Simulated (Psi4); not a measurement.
# CH3OSi (SMILES O=C[SiH2]): levels of theory compared

We compute a comparison of 3 runs (UHF/3-21G, UHF/cc-pVDZ, UHF/def2-SVP) of CH3OSi. 

The calculation is run with Psi4 1.11.

4 further runs of the same task are left out: 3 that didn't finish, 1 set aside as unsound or not needed.

**1. The system as given**

The species is CH3OSi (6 atoms), meant as a doublet with charge 0. SMILES: `O=C[SiH2]`. Geometry: relaxed at GFN2-xTB.

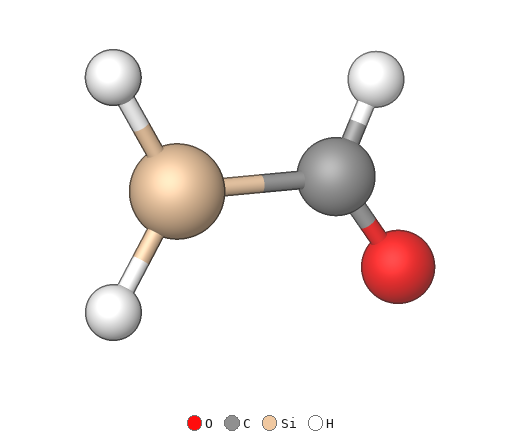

Viewed from a chosen angle; oxygen red, carbon grey, silicon light orange, hydrogen white.

**2. Energy and forces at UHF/3-21G (run 1)**

Input file input.json:

```json
{
 "schema_name": "qcschema_input",
 "schema_version": 1,
 "molecule": {
  "schema_name": "qcschema_molecule",
  "schema_version": 2,
  "symbols": ["O", "C", "Si", "H", "H", "H"],
  "geometry": [-0.76628394, -3.16306138, 1.73036552, -0.45857984, -1.77522762, -0.1083191, 0.41481378, 1.59504223, 0.11189068, -0.71337161, -2.55685614, -2.03740822, 0.72246119, 3.03707334, -2.20230572, 0.80096042, 2.86304846, 2.50575794],
  "molecular_charge": 0,
  "molecular_multiplicity": 2,
  "fix_symmetry": "c1"
 },
 "driver": "gradient",
 "model": {
  "method": "hf",
  "basis": "3-21G"
 },
 "keywords": {
  "reference": "uhf",
  "puream": true,
  "e_convergence": 1e-09,
  "d_convergence": 1e-08,
  "scf_type": "pk",
  "maxiter": 200,
  "scf_properties": ["QUADRUPOLE", "MULLIKEN_CHARGES", "MAYER_INDICES"]
 }
}
```

Run with:

```bash
$ psi4 --qcschema input.json -n 1 --memory 1600MB
```

stdout:

```text
[...]
  Running in c1 symmetry.
[...]
  Nuclear repulsion =   89.590700435700484
[...]
  Multiplicity = 2
[...]
  Nalpha       = 16
  Nbeta        = 15
[...]
    Number of basis functions: 37
[...]
   @UHF iter   1:  -401.05478107192607   -7.60075e-01   1.03495e-02 DIIS/ADIIS
[...]
   @UHF iter  18:  -401.16151032833113   -9.66338e-13   9.15996e-09 DIIS
[...]
   @S^2 Observed:                9.697293908E-01
[...]
  @UHF Final Energy:  -401.16151032833113
   => Energetics <=
    Nuclear Repulsion Energy =             89.5907004357004837
    One-Electron Energy =                -732.1711772767984030
    Two-Electron Energy =                 241.4189665127668150
    Total Energy =                       -401.1615103283311328
  UHF NO Occupations:
  HONO-2 :   14  A 1.9946391
  HONO-1 :   15  A 1.8938843
[...]
  -Total Gradient:
     Atom            X                  Y                   Z
    ------   -----------------  -----------------  -----------------
       1        0.004835913082     0.022335658633    -0.032833026736
       2       -0.000307130419    -0.006467851522     0.045713681394
       3       -0.000790305054    -0.002726966992    -0.000154353262
       4       -0.001945489248    -0.006084454086    -0.011817027849
       5       -0.000719602718    -0.003775148372     0.008430987717
       6       -0.001073385641    -0.003281237653    -0.009340261263
[...]
```

The result, in JSON:

```text
{
 "driver": "gradient",
 "model": {
  "method": "hf",
  "basis": "3-21G"
 },
 "success": true,
 "return_result": [0.004835913081674373, 0.022335658633309552, -0.032833026736121484, -0.00030713041942634356, -0.006467851522106327, 0.04571368139393023, -0.0007903050537380937, -0.0027269669923055753, -0.0001543532621142759, -0.0019454892484167055, -0.006084454085936802, -0.011817027848835426, -0.0007196027179436765, -0.0037751483718381773, 0.008430987716819272, -0.0010733856410555208, -0.003281237653296701, -0.009340261262889032],
 "properties": {
  "calcinfo_nbasis": 37,
  "calcinfo_nmo": 37,
  "calcinfo_nalpha": 16,
  "calcinfo_nbeta": 15,
  "calcinfo_natom": 6,
  "nuclear_repulsion_energy": 89.59070043570048,
  "return_energy": -401.16151032833113,
  "return_gradient": [0.004835913081674373, 0.022335658633309552, -0.032833026736121484, -0.00030713041942634356, -0.006467851522106327, 0.04571368139393023, -0.0007903050537380937, -0.0027269669923055753, -0.0001543532621142759, -0.0019454892484167055, -0.006084454085936802, -0.011817027848835426, -0.0007196027179436765, -0.0037751483718381773, 0.008430987716819272, -0.0010733856410555208, -0.003281237653296701, -0.009340261262889032],
  "scf_one_electron_energy": -732.1711772767984,
  "scf_two_electron_energy": 241.41896651276681,
  "scf_dipole_moment": [0.15321478701102342, 0.6662315224513378, -0.6575079572660704],
  "scf_total_energy": -401.16151032833113,
  "scf_total_gradient": [0.004835913081674373, 0.022335658633309552, -0.032833026736121484, -0.00030713041942634356, -0.006467851522106327, 0.04571368139393023, -0.0007903050537380937, -0.0027269669923055753, -0.0001543532621142759, -0.0019454892484167055, -0.006084454085936802, -0.011817027848835426, -0.0007196027179436765, -0.0037751483718381773, 0.008430987716819272, -0.0010733856410555208, -0.003281237653296701, -0.009340261262889032],
  "scf_iterations": 18
 }
}
```

Wall time 1 s (1 thread of AMD EPYC 9R45 (Zen 5), shared host); peak memory 0.18 GiB.

**3. The response to a field at UHF/cc-pVDZ (density fitting) (run 2)**

Input file ch3osi.py:

```python
import psi4

psi4.set_memory(1600000000)
psi4.set_num_threads(1)
psi4.core.set_output_file('psi4.out', False)

m = psi4.geometry("""
0 2
O     -0.405500    -1.673820     0.915670
C     -0.242670    -0.939410    -0.057320
Si     0.219510     0.844060     0.059210
H     -0.377500    -1.353030    -1.078150
H      0.382310     1.607150    -1.165410
H      0.423850     1.515060     1.325990
symmetry c1
no_reorient
no_com
""")

psi4.set_options({
    'reference': 'uhf',
})

result = psi4.properties("hf/cc-pVDZ", properties=['dipole_polarizabilities'])
print(f'hf/cc-pVDZ energy: {result:.10f} Eh')
for k, v in sorted(psi4.core.scalar_variables().items()):
    print(f'{k:45s} {v:18.10f}')
```

Run with:

```bash
$ python ch3osi.py
```

psi4.out:

```text
[...]
  Running in c1 symmetry.
[...]
  Nuclear repulsion =   89.590700312487598
[...]
  Multiplicity = 2
[...]
  Nalpha       = 16
  Nbeta        = 15
[...]
    Number of basis functions: 61
[...]
   @DF-UHF iter   1:  -403.21783126710739   -7.60826e-01   6.86800e-03 DIIS/ADIIS
[...]
   @DF-UHF iter  13:  -403.34034498954634   -9.62173e-08   6.72489e-07 DIIS
[...]
   @S^2 Observed:                9.151968755E-01
[...]
  @DF-UHF Final Energy:  -403.34034498954634
   => Energetics <=
    Nuclear Repulsion Energy =             89.5907003124875985
    One-Electron Energy =                -734.9655707785613004
    Two-Electron Energy =                 242.0345254765273921
    Total Energy =                       -403.3403449895463382
  UHF NO Occupations:
  HONO-2 :   14  A 1.9936157
  HONO-1 :   15  A 1.9237086
[...]
 Multipole Moments:
 ------------------------------------------------------------------------------------
     Multipole            Electronic (a.u.)      Nuclear  (a.u.)        Total (a.u.)
 ------------------------------------------------------------------------------------
 L = 1.  Multiply by 2.5417464519 to convert [e a0] to [Debye]
 Dipole X            :          2.4427559           -2.2643076            0.1784482
 Dipole Y            :         11.0461731          -10.2819998            0.7641732
 Dipole Z            :        -13.6760015           13.0255231           -0.6504783
 Magnitude           :                                                    1.0192775
[...]
```

Standard output:

```text
hf/cc-pVDZ energy: -403.3403449895 Eh
CURRENT ENERGY                                   -403.3403449895
CURRENT REFERENCE ENERGY                         -403.3403449895
DD SOLVATION ENERGY                                 0.0000000000
DIPOLE POLARIZABILITY XX                           29.6958305138
DIPOLE POLARIZABILITY XY                            5.5917817368
DIPOLE POLARIZABILITY XZ                           -0.5989029445
DIPOLE POLARIZABILITY YX                            5.5917824991
DIPOLE POLARIZABILITY YY                           50.2982598284
DIPOLE POLARIZABILITY YZ                           -3.2434661527
DIPOLE POLARIZABILITY ZX                           -0.5989039570
DIPOLE POLARIZABILITY ZY                           -3.2434637139
DIPOLE POLARIZABILITY ZZ                           37.0157166066
HF KINETIC ENERGY                                 403.3808922341
HF POTENTIAL ENERGY                              -806.7212372236
HF TOTAL ENERGY                                  -403.3403449895
HF VIRIAL RATIO                                     1.9998994815
NUCLEAR REPULSION ENERGY                           89.5907003125
ONE-ELECTRON ENERGY                              -734.9655707786
PCM POLARIZATION ENERGY                             0.0000000000
PE ENERGY                                           0.0000000000
SCF ITERATION ENERGY                             -403.3403449895
SCF ITERATIONS                                     13.0000000000
SCF TOTAL ENERGY                                 -403.3403449895
TWO-ELECTRON ENERGY                               242.0345254765
```

Wall time 1.6 s (1 thread of AMD EPYC 9R45 (Zen 5), shared host); peak memory 0.25 GiB.

**4. Energy and forces at UHF/def2-SVP (run 3)**

Input file run_ase.py:

```python
import numpy as np
from ase.calculators.psi4 import Psi4
from ase import Atoms

mol = Atoms(['O', 'C', 'Si', 'H', 'H', 'H'], positions=[
    [-0.405500, -1.673820, 0.915670],
    [-0.242670, -0.939410, -0.057320],
    [0.219510, 0.844060, 0.059210],
    [-0.377500, -1.353030, -1.078150],
    [0.382310, 1.607150, -1.165410],
    [0.423850, 1.515060, 1.325990],
])
calc = Psi4(atoms=mol, method='scf', basis='def2-SVP', memory='1600MB', num_threads=1, charge=0, multiplicity=2, label='calc', reference='uhf')
calc.psi4.set_options({'puream': True, 'e_convergence': 1e-09, 'd_convergence': 1e-08, 'scf_type': 'pk', 'maxiter': 200})
mol.calc = calc

forces = mol.get_forces()
print(f'energy: {mol.get_potential_energy():.6f} eV')
print('forces / eV A^-1')
print(np.round(forces, 5))
```

Run with:

```bash
$ python run_ase.py
```

calc.dat:

```text
[...]
  Running in c1 symmetry.
[...]
  Nuclear repulsion =   89.590700312487598
[...]
  Multiplicity = 2
[...]
  Nalpha       = 16
  Nbeta        = 15
[...]
    Number of basis functions: 61
[...]
   @UHF iter   1:  -403.02509206467789   -7.34049e-01   6.98906e-03 ADIIS/DIIS
[...]
   @UHF iter  18:  -403.15208159380046   -1.19371e-12   5.34971e-09 DIIS
[...]
   @S^2 Observed:                9.203568256E-01
[...]
  @UHF Final Energy:  -403.15208159380046
   => Energetics <=
    Nuclear Repulsion Energy =             89.5907003124875985
    One-Electron Energy =                -734.6718769720530418
    Two-Electron Energy =                 241.9290950657650114
    Total Energy =                       -403.1520815938004603
  UHF NO Occupations:
  HONO-2 :   14  A 1.9937148
  HONO-1 :   15  A 1.9208707
[...]
  -Total Gradient:
     Atom            X                  Y                   Z
    ------   -----------------  -----------------  -----------------
       1       -0.003330379673    -0.014588818401     0.016868789251
       2        0.004526258264     0.018172152354    -0.010633161857
       3        0.000434712625     0.002128038183    -0.000209799612
       4       -0.000422725664    -0.000905578123    -0.004838782861
       5       -0.000477299849    -0.002635459719     0.006196566899
       6       -0.000730565703    -0.002170334294    -0.007383611821
[...]
```

On the terminal:

```text
energy: -10970.326919 eV
forces / eV A^-1
[[ 0.17126  0.75019 -0.86743]
 [-0.23275 -0.93445  0.54678]
 [-0.02235 -0.10943  0.01079]
 [ 0.02174  0.04657  0.24882]
 [ 0.02454  0.13552 -0.31864]
 [ 0.03757  0.1116   0.37968]]
```

It took 1.5 s on 1 thread of AMD EPYC 9R45 (Zen 5), shared host; peak memory 0.22 GiB.

**5. The series**

```csv
run,level,task,integrals,energy (Eh),dipole moment (D),HOMO energy (eV),LUMO energy (eV),wall time
1,UHF/3-21G,gradient,pk,-401.161510,2.41,-8.51,1.26,1 s
2,UHF/cc-pVDZ (density fitting),polarizability,df,-403.340345,2.59,-8.42,1.16,1.6 s
3,UHF/def2-SVP,gradient,pk,-403.152082,2.70,-8.47,1.21,1.5 s
```

**6. Results**

| quantity | value |
| --- | --- |
| run 3: total energy | -403.15208 Eh |
| run 3: dipole moment | 2.70 D |
| run 3: HOMO energy (highest over α and β) | -8.47 eV |
| run 3: LUMO energy (lowest over α and β) | 1.21 eV |
| run 3: ⟨S²⟩ | 0.920 |
| run 3: largest force on an atom | 1.160 eV/Å |

What this shows: The dipole moment (its size) runs from 2.41 D (UHF/3-21G) to 2.70 D (UHF/def2-SVP). Spin contamination of the reference: run 1 ⟨S²⟩ = 0.97, run 3 ⟨S²⟩ = 0.92, run 2 ⟨S²⟩ = 0.92. All runs together took 4.1 s, the longest 1.6 s.
